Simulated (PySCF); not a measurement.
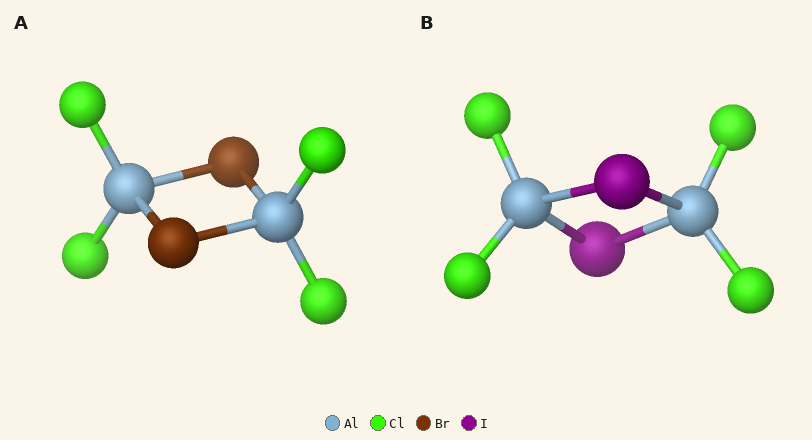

Two related species, optimised with PBE0-D3(BJ)/def2-SVP; properties computed with PySCF 2.14.0. Both: charge 0, singlet.

> What are A and B?

A is (Cl2Al-mu-Br)2, B is (Cl2Al-mu-I)2.

Compare them. With ωB97X-D/def2-SVPD: dipole moment (D), HOMO–LUMO gap (eV), HOMO energy (Kohn–Sham orbital) (eV), lowest vertical singlet excitation (eV), mean static polarisability (bohr³).

| quantity | A | B |
| --- | --- | --- |
| dipole moment (D) | 0.02 | 0.52 |
| HOMO–LUMO gap (eV) | 11.46 | 10.07 |
| HOMO energy (Kohn–Sham orbital) (eV) | −11.25 | −10.55 |
| lowest vertical singlet excitation (eV) | 7.23 | 5.62 |
| mean static polarisability (bohr³) | 135.5 | 163.4 |

Each is one conformer, and no frequency run is at hand to confirm it as a minimum.
